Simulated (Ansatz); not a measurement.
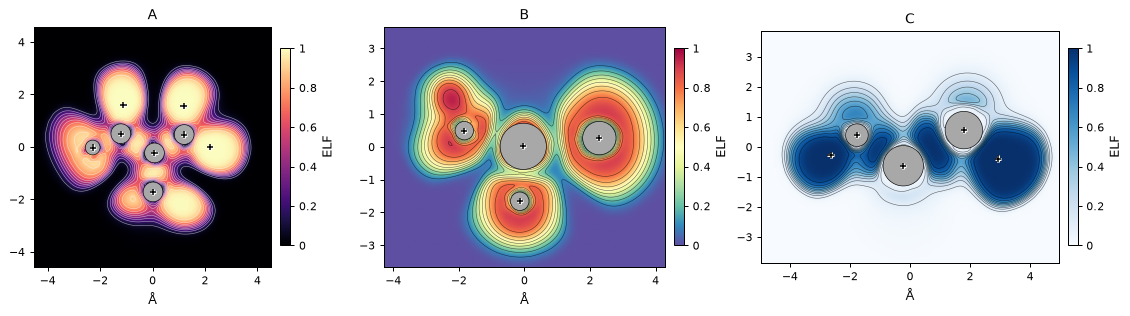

The electron localisation function of 3 systems, each on a plane through atoms (crosses mark nuclei in the plane; grey discs cover the cores).

Computed with RKS PBE0-D4/def2-TZVPP in Ansatz.

System 1: C₄H₅ClO (SMILES C=C(C=O)CCl), the plane of atoms C2, C1 and H8. Geometry: PBE0-D4/def2-TZVP.

```json
{"atom": "C", "x (Å)": "-1.3638", "y (Å)": "-0.0188", "z (Å)": "-0.5936"}
{"atom": "C", "x (Å)": "-0.1086", "y (Å)": "-0.0478", "z (Å)": "-0.1502"}
{"atom": "C", "x (Å)": "0.9887", "y (Å)": "-0.0148", "z (Å)": "-1.1391"}
{"atom": "O", "x (Å)": "2.1510", "y (Å)": "-0.1423", "z (Å)": "-0.8597"}
{"atom": "C", "x (Å)": "0.2619", "y (Å)": "-0.1396", "z (Å)": "1.2882"}
{"atom": "Cl", "x (Å)": "0.6710", "y (Å)": "1.4769", "z (Å)": "1.9372"}
{"atom": "H", "x (Å)": "-1.5720", "y (Å)": "0.0518", "z (Å)": "-1.6565"}
{"atom": "H", "x (Å)": "-2.2148", "y (Å)": "-0.0626", "z (Å)": "0.0764"}
{"atom": "H", "x (Å)": "0.6577", "y (Å)": "0.1200", "z (Å)": "-2.1904"}
{"atom": "H", "x (Å)": "1.1514", "y (Å)": "-0.7538", "z (Å)": "1.4174"}
{"atom": "H", "x (Å)": "-0.5570", "y (Å)": "-0.5260", "z (Å)": "1.8911"}
```

System 2: Cl₂H₂O₃W (SMILES [O]=[W]([OH])([OH])([Cl])[Cl]), the plane of atoms O1, W2 and Cl6. Geometry: PBE0-D4/def2-TZVP; core potentials replace the inner electrons of W.

```xyz
8

O    -1.5929   -0.6733    1.0073
W    -0.3985    0.0676    0.0910
O     1.3311   -0.5212    0.6184
O    -0.2126   -1.1463   -1.3125
Cl   -1.3960    1.5891   -1.3111
Cl    0.0976    1.8809    1.4734
H     1.7711   -0.0689    1.3432
H     0.4923   -1.1849   -1.9656
```

System 3: CH₆ClFSi₂ (SMILES C[Si](F)([SiH3])Cl), the plane of atoms Si2, Si4 and H10. Geometry: PBE0-D4/def2-TZVP.

```yaml
atoms:
  - { symbol: C, position_ang: [-0.0774, -0.4860, 1.6995] }
  - { symbol: Si, position_ang: [0.7490, 0.0660, 0.1388] }
  - { symbol: F, position_ang: [1.9236, -0.9678, -0.2001] }
  - { symbol: Si, position_ang: [-0.6328, 0.2727, -1.7397] }
  - { symbol: Cl, position_ang: [1.6406, 1.8915, 0.4663] }
  - { symbol: H, position_ang: [0.6497, -0.5349, 2.5137] }
  - { symbol: H, position_ang: [-0.8673, 0.2132, 1.9828] }
  - { symbol: H, position_ang: [-0.5203, -1.4762, 1.5663] }
  - { symbol: H, position_ang: [-1.6881, 1.2800, -1.4514] }
  - { symbol: H, position_ang: [0.1699, 0.7150, -2.9085] }
  - { symbol: H, position_ang: [-1.2817, -1.0305, -2.0472] }
```

Match each panel to its system.

Panel A is system 1, C₄H₅ClO: the plane holds C, O and H. C–O (1.20 Å): the ELF peaks at about 0.85 between the atoms: a multiple bond. Panel B is system 2, Cl₂H₂O₃W: the plane holds O, W and Cl. W–O (1.68 Å): the ELF peaks at about 0.80 in the valence shell of O, 0.5 Å from its nucleus, and drops to about 0.40 between the two atoms. Panel C is system 3, CH₆ClFSi₂: the plane holds C, Si and H. C–Si (1.85 Å): the ELF peaks at about 0.95 between the atoms (localised, covalent bonding).
